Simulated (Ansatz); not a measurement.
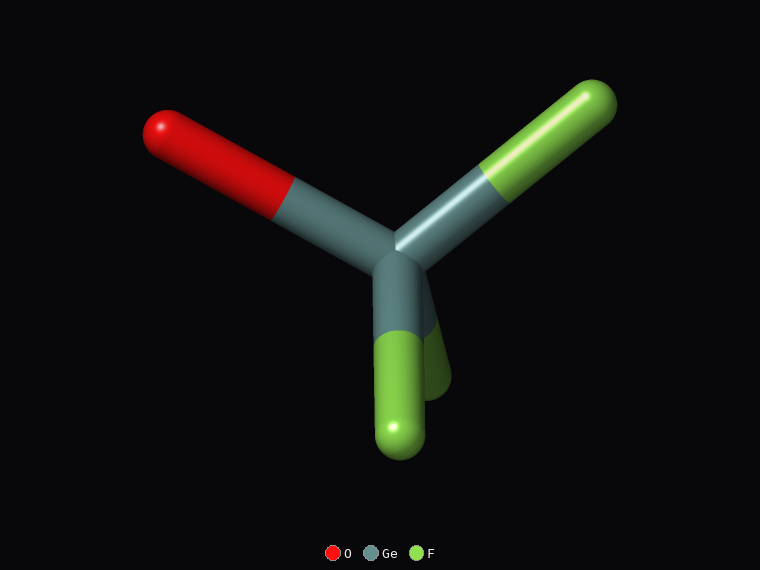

Stick drawing of a structure. Every bond is drawn as one stick, whatever its order.

State: neutral, doublet. Computed geometry: PBE0-D4/def2-TZVP optimisation.

Count the atoms of each element.

Answer. GeOF₃, 5 atoms: 1 germanium, 1 oxygen and 3 fluorine.

Count the bonded pairs by element.

Answer. 3 F–Ge, 1 Ge–O.

What is the point group of this geometry?

Answer. Cs.

The parts below concern this one geometry. Atoms keep their numbers from picture to picture.

**Geometry**

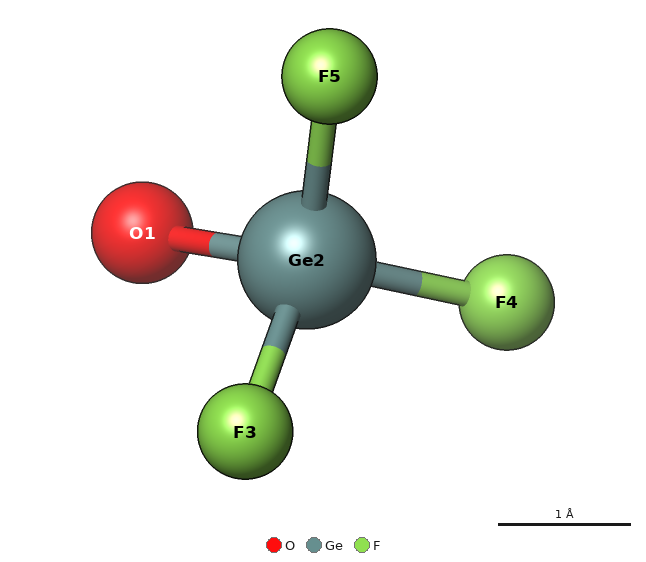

List the bonds and their lengths.

```csv
bond,length (Å)
O1–Ge2,1.770
Ge2–F3,1.697
Ge2–F4,1.697
Ge2–F5,1.697
```

**Vibrations**

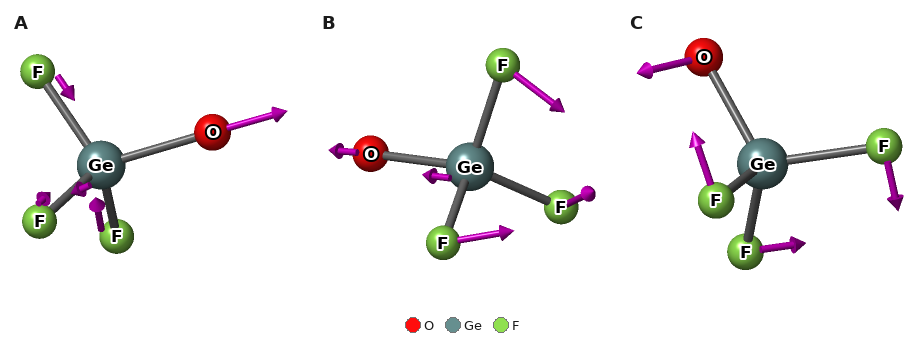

3 normal modes of one molecule or complex, as arrows. Harmonic vibrations computed with UKS PBE0-D4/def2-TZVP (Ansatz 0.2.0) at a stationary point of the same level.

Match the panels to the wavenumbers 64 cm⁻¹, 268 cm⁻¹, 772 cm⁻¹.

Answer. A: 772 cm⁻¹
B: 268 cm⁻¹, angle bending
C: 64 cm⁻¹, F–Ge–O bending

**Charges**

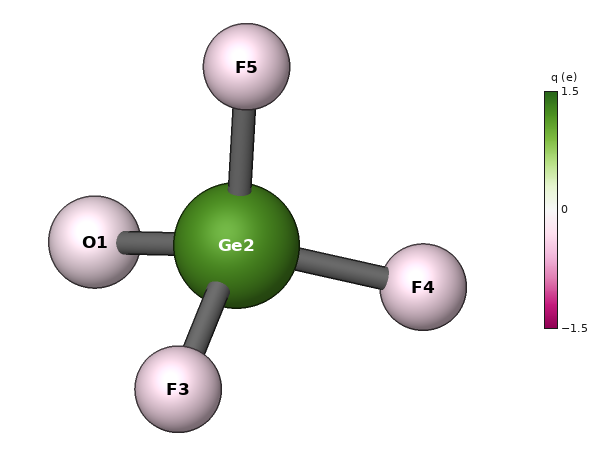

Atoms are coloured by their Mulliken charges. Method: UKS B3LYP-D4/def2-TZVPP (Ansatz 0.2.0).

List the Mulliken charges.

```
atom  value (e)
  O1      −0.24
 Ge2       1.19
  F3      −0.31
  F4      −0.32
  F5      −0.32
```

**Levels of theory compared**

Program: Ansatz 0.2.0.

Compare dipole (D), HOMO energy (eV) at these levels: B3LYP-D4/def2-TZVPP; PBE-D4/def2-TZVPP; r2SCAN-D4/def2-TZVPP; ωB97M-V/def2-TZVPP.

```json
{"level": "B3LYP-D4/def2-TZVPP", "dipole (D)": "0.35", "HOMO energy (eV)": "−10.34"}
{"level": "PBE-D4/def2-TZVPP", "dipole (D)": "0.25", "HOMO energy (eV)": "−8.67"}
{"level": "r2SCAN-D4/def2-TZVPP", "dipole (D)": "0.32", "HOMO energy (eV)": "−9.14"}
{"level": "ωB97M-V/def2-TZVPP", "dipole (D)": "0.35", "HOMO energy (eV)": "−13.11"}
```

**Thermal motion**

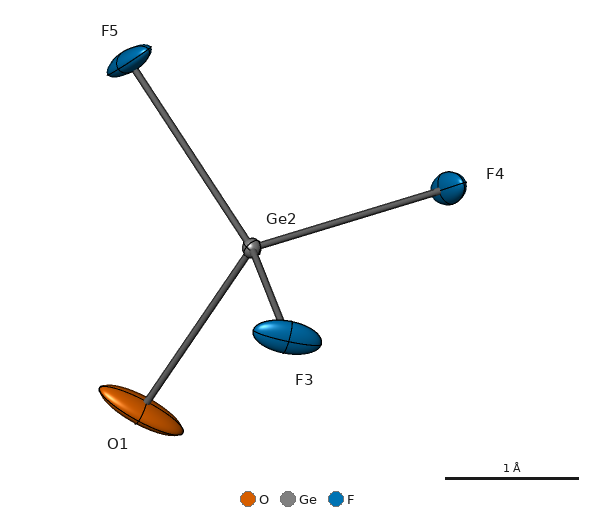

Displacement ellipsoids at the 50 % level, enlarged 1.5 times, from the internal vibrations of the free molecule (harmonic, no overall translation or rotation; no half-axis is drawn under 0.075 Å). Vibrations computed with UKS PBE0-D4/def2-TZVP (Ansatz 0.2.0). Temperature: 200 K.

Give the displacement parameters, one line for each set of equivalent atoms. Atoms whose distances differ by more than 0.02 Å in this geometry are listed apart.

| atom | U_eq (Å²) | rms amplitudes (Å) |
| --- | --- | --- |
| O1 | 0.0100 | 0.039, 0.066, 0.155 |
| Ge2 | 0.00040 | 0.019, 0.020, 0.021 |
| F3 | 0.0059 | 0.036, 0.057, 0.115 |
| F4, F5 | 0.0062 | 0.035, 0.053, 0.121 |

Mulliken values depend strongly on the basis set and can even reverse the polarity of a bond.
